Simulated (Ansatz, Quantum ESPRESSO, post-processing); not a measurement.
# Ir(100) under a row of overlayers, part 2 of 2

Wanted: work-function changes of Ir(100) along a row of adsorbates.

Quantum ESPRESSO 7.5; plane-wave DFT, LDA, GBRV ultrasoft pseudopotentials; geometry by Ansatz 0.2.0 with PAW datasets.

So far. Step 9 (SCF with pw.x, O overlayer): Inside the slab this potential holds the local part of the pseudopotentials, which can be repulsive at the nuclei; only its value in the vacuum has a meaning of its own. Step 10 (Projections on atomic orbitals, O overlayer): The atomic orbitals miss 0.1 % of the occupied states; for empty states the projections can miss much more.

## Step 11: Relaxation with Ansatz, F overlayer

Level of this step: plane-wave DFT, PBE, Ansatz PAW (Ansatz 0.2.0).

System of this step: Ir(100), 5 layers, one monolayer of F on hollow sites. The cell holds 6 atoms: 5 Ir and 1 F. Cell: a = 2.715 Å, b = 2.715 Å, c = 26.680 Å, α = 90.0°, β = 90.0°, γ = 90.0°. It derives from Ir. Vacuum lies along c.

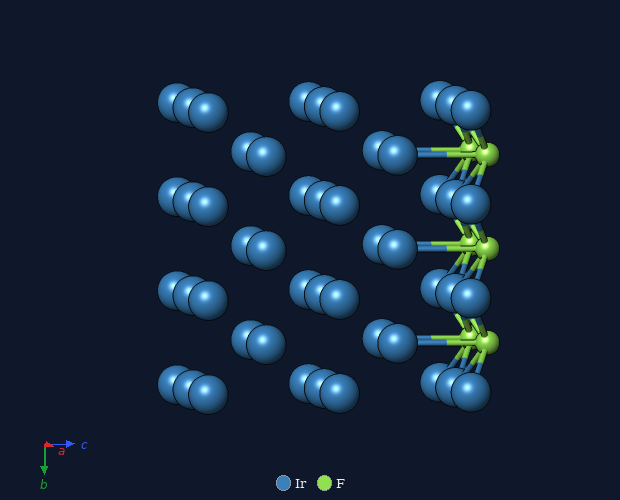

The cell of this step (iridium blue, fluorine green). 2×3×1 cells are drawn. Some periodic images of atoms are drawn too.

File input.yaml:

```yaml
crystal:
  lattice:
    - [2.7152900398, 0.0, 0.0]
    - [0.0, 2.7152900398, 0.0]
    - [0.0, 0.0, 26.68]
  atoms:
    - { symbol: Ir, position: [0.0, 0.0, 0.3110944528] }
    - { symbol: Ir, position: [0.5, 0.5, 0.3830584708] }
    - { symbol: Ir, position: [0.0, 0.0, 0.4550224888] }
    - { symbol: Ir, position: [0.5, 0.5, 0.5269865067] }
    - { symbol: Ir, position: [0.0, 0.0, 0.5989505247] }
    - { symbol: F, position: [0.5, 0.5, 0.6254537774] }
kpoints:
  mp_grid: { grid: [10, 10, 1] }
hamiltonian:
  xc: pbe
scf:
  occupations: { method: fermi_dirac, width: 0.1 }
  convergence: { dr2_threshold: 1.0e-08 }
efield:
  axis: 3
  dipole_correction: true
  ramp_position: 0.97
  ramp_width: 0.04
relax:
  f_tol: 0.01
  constraints: [{ sites: [0, 1, 2] }]
output:
  write_potential: true
  write_density: true
  volumetric_format: npy
```

Run with:

```bash
ansatz run input.yaml --threads 4 --pin off --max-ram 8192MiB --backend cpu --events-out ev --progress --plain --runs-dir out
```

Run time: 28 s. Hardware: 4 threads of Intel Xeon 6975P-C (Granite Rapids), shared host; peak memory 0.77 GiB.

Step by step:

| step | energy less that of the first step (eV) | largest force component (eV/Å) |
| --- | --- | --- |
| 1 | 0.0000 | 8.1367 |
| 2 | -2.1348 | 5.2733 |
| 3 | -2.9906 | 1.7157 |
| 4 | -3.2760 | 0.5637 |
| 5 | -3.3237 | 0.6260 |
| 6 | -3.3444 | 0.0609 |
| 7 | -3.3446 | 0.0009 |

The atoms that moved most (Å):

| atom | dx | dy | dz | length |
| --- | --- | --- | --- | --- |
| F6 | 0.000 | 0.000 | 0.765 | 0.765 |
| Ir4 | 0.000 | 0.000 | 0.068 | 0.068 |
| Ir5 | 0.000 | 0.000 | -0.029 | 0.029 |

Final coordinates:

```xyz
6
Lattice="2.7153 0.0000 0.0000 0.0000 2.7153 0.0000 0.0000 0.0000 26.6800" Properties=species:S:1:pos:R:3
Ir    0.0000    0.0000    8.3000
Ir    1.3576    1.3576   10.2200
Ir    0.0000    0.0000   12.1400
Ir    1.3576    1.3576   14.1279
Ir    0.0000    0.0000   15.9510
F     1.3576    1.3576   17.4521
```

The relaxation lowers the energy by 557 meV an atom. Held were the atoms numbered 1, 2 and 3; the forces quoted are those on the free ones.

Read from the output:

- free energy: -60481.2687 eV
- energy at zero smearing: -60481.1693 eV
- smearing term TS: 0.1989 eV
- Fermi energy: 5.482 eV
- work function of the upper face: 7.610 eV
- work function of the lower face: 5.585 eV
- dipole along the normal: -0.08251 e·Å

## Step 12: SCF with pw.x, F overlayer

Level of this step: plane-wave DFT, LDA, GBRV ultrasoft pseudopotentials (Quantum ESPRESSO 7.5).

File F.esm.in:

```
&control
  prefix = 'F.esm'
  outdir = './out'
  pseudo_dir = './pseudo'
  calculation = 'scf'
  tprnfor = .true.
/
&system
  ibrav = 0
  nat = 6
  ntyp = 2
  ecutwfc = 40
  ecutrho = 200
  occupations = 'smearing'
  smearing = 'mv'
  degauss = 0.02
  assume_isolated = 'esm'
  esm_bc = 'bc1'
/
&electrons
  conv_thr = 1e-07
  mixing_beta = 0.4
  electron_maxstep = 120
  mixing_mode = 'local-TF'
/
ATOMIC_SPECIES
  Ir  192.2170  ir_lda_v1.2.uspp.F.UPF
  F   18.9984  f_lda_v1.4.uspp.F.UPF
CELL_PARAMETERS angstrom
  2.71529003980000 0.00000000000000 0.00000000000000
  0.00000000000000 2.71529003980000 0.00000000000000
  0.00000000000000 0.00000000000000 26.68000000000000
ATOMIC_POSITIONS crystal
  Ir  0.000000000000 0.000000000000 -0.171515613646
  Ir  0.500000000000 0.500000000000 -0.099551595646
  Ir  0.000000000000 0.000000000000 -0.027587577646
  Ir  0.500000000000 0.500000000000 0.046922167427
  Ir  -0.000000000000 -0.000000000000 0.115251726415
  F   0.500000000000 0.500000000000 0.171515613646
K_POINTS automatic
  10 10 1 0 0 0
```

Run with:

```bash
OMP_NUM_THREADS=1 mpirun -n 4 pw.x -nk 4 -in F.esm.in > F.esm.out
```

Run time: 2.2 min. Hardware: 4 MPI ranks; peak memory 0.73 GiB.

Numbers from this step:

* free energy: -13030.3149 eV
* Fermi energy: -6.991 eV
* vacuum line at the lower end of the cell, over the Fermi level: 5.957 eV
* vacuum line at the upper end of the cell, over the Fermi level: 8.025 eV

The potential energy, planar mean oscillates, so the rows of the table below give means over windows of 1.94 Å about each position, cut where the curve ends. Its maxima inside the range that stand out by 2 % of the span (Å: eV): -3.7: -3.62, -1.7: -3.92, 0.2: -3.18, 2.1: -5.43, 4.1: -1.86. Its minima: -4.6: -22.0, -2.7: -22.6, -0.8: -22.5, 1.2: -22.9, 3.1: -22.6, 4.6: -4.73.

Electrostatic potential energy of an electron; zero at the Fermi level. Table of potential energy, planar mean by z; means over each step:

| z (Å) | potential energy, planar mean (eV) |
| --- | --- |
| -12.37 | 5.96 |
| -10.43 | 5.96 |
| -8.49 | 5.95 |
| -6.55 | 5.06 |
| -4.61 | -12.5 |
| -2.67 | -13.6 |
| -0.73 | -13.6 |
| 1.21 | -14.0 |
| 3.15 | -13.4 |
| 5.09 | 2.63 |
| 7.03 | 8.02 |
| 8.97 | 8.02 |
| 10.91 | 8.02 |
| 12.85 | 8.02 |

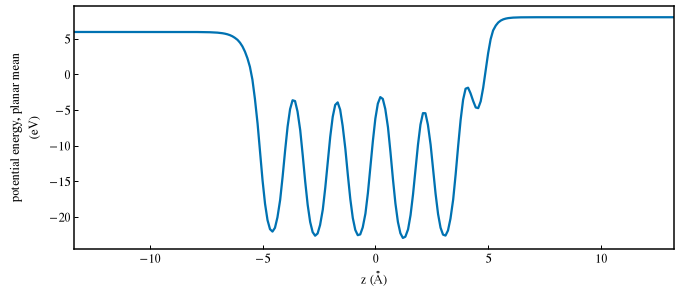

Potential energy, planar mean, plotted against z.

The covered face stands at 8.02 eV against 5.92 eV when clean.

Inside the slab this potential holds the local part of the pseudopotentials, which can be repulsive at the nuclei; only its value in the vacuum has a meaning of its own.

## Step 13: Projections on atomic orbitals, F overlayer

File F.pdos.in:

```
&projwfc
  prefix = 'F.esm'
  outdir = './out'
  filpdos = 'F.pdos'
  Emin = -14.991
  Emax = -2.991
  DeltaE = 0.1
  ngauss = 0
  degauss = 0.01
/
```

Run with:

```bash
OMP_NUM_THREADS=1 mpirun -n 4 projwfc.x -in F.pdos.in > F.pdos.out
```

The job ended after 2.1 s (4 MPI ranks; peak memory 0.25 GiB).

This step gave:

- spilling of the projection: 0.001

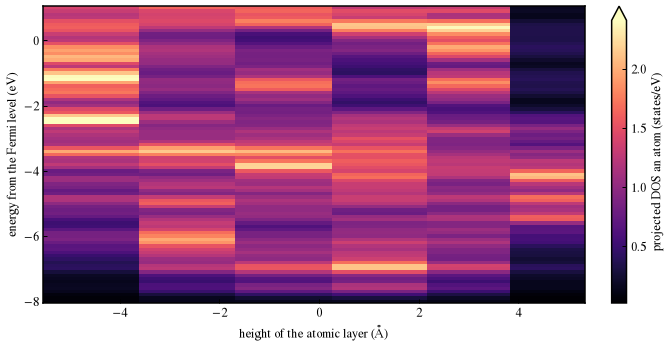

Projected DOS an atom over height of the atomic layer and energy from the Fermi level. Columns are the atomic layers from the bottom up.

The atomic orbitals miss 0.1 % of the occupied states; for empty states the projections can miss much more.

## Step 14: The series side by side

Against the clean face, with Pauling's electronegativity for orientation:

| overlayer | electronegativity | height over the top plane (Å) | change of work function (eV) | step from Ansatz's dipole (eV) |
| --- | --- | --- | --- | --- |
| C | 2.55 | 0.82 | +0.17 | +0.24 |
| O | 3.44 | 1.18 | +1.34 | +1.25 |
| F | 3.98 | 1.50 | +2.11 | +1.99 |

All levels:

| level | covered face (eV) | bare face (eV) | Ansatz, covered face (eV) | dipole by Ansatz (e Å) | CPU time (s) |
| --- | --- | --- | --- | --- | --- |
| clean | 5.916 | 5.896 | 5.557 | -0.001314 | 683.5 |
| C | 6.088 | 5.901 | 5.8 | -0.01099 | 348.9 |
| O | 7.257 | 5.913 | 6.845 | -0.05243 | 442.5 |
| F | 8.025 | 5.957 | 7.61 | -0.08251 | 528.4 |

## Step 15: The arithmetic

Under F the faces differ by +2.07 eV. By the Helmholtz relation p = −Δφ A/180.95 = -0.0843 e Å a cell, or -0.40 D; Ansatz's dipole is -0.0825 e Å.

## Step 16: What came out

| Property | Result |
| --- | --- |
| work function of the clean face | 5.92 eV |
| change under C | +0.17 eV |
| change under O | +1.34 eV |
| change under F | +2.11 eV |

In words: On a clean face of 5.92 eV the changes run from +0.17 eV (C) to +2.11 eV (F) (LDA, GBRV ultrasoft). The changes follow electronegativity: the more electronegative the overlayer, the higher the work function. Of 4 overlayers planned, 3 are shown; the others were not run or did not converge. The bare face moves by 0.06 eV over the row; it should not move at all, so the changes above are uncertain by about as much. Full 1×1 monolayers on one site are model structures; at this coverage neighbours depolarise each other, and real layers may take other sites or reconstruct. The upper layers were relaxed under PBE at the tabulated lattice constant. Spin-orbit coupling is left out; depending on the atoms that carry the levels of interest, it can split and shift them by tenths of an eV to an eV or more. The runs have no spin polarisation, although Ir can carry a moment.

Computed beside measured:

| quantity | measured | LDA, GBRV ultrasoft, clean |
| --- | --- | --- |
| work function (clean (100) face, which reconstructs) (eV) | 5.96 | 5.92 (-0.04 eV) |

Measured values from arxiv:1902.07811 (2019).

Verdict: The work function is off by -0.04 eV: good agreement. The grades are ours: good and fair within 3 and 7 % for the work function. Other measurements of the same face can differ from the value quoted by 0.1 to 0.2 eV.

[Logs are printed without paths, hosts, clocks, repeated set-up lines and the standing remarks that a program may print on its own settings, such as how far it seeks lower states.]

[Hosts, paths, dates, database ids (printed as entryN), source tags and the programs' standing remarks are cut or masked in the printed files.]

[Maps of the electrostatic potential energy from Ansatz leave out the sawtooth potential of an applied field or a dipole correction, so their vacuum need not be flat; planar profiles and work functions include it.]
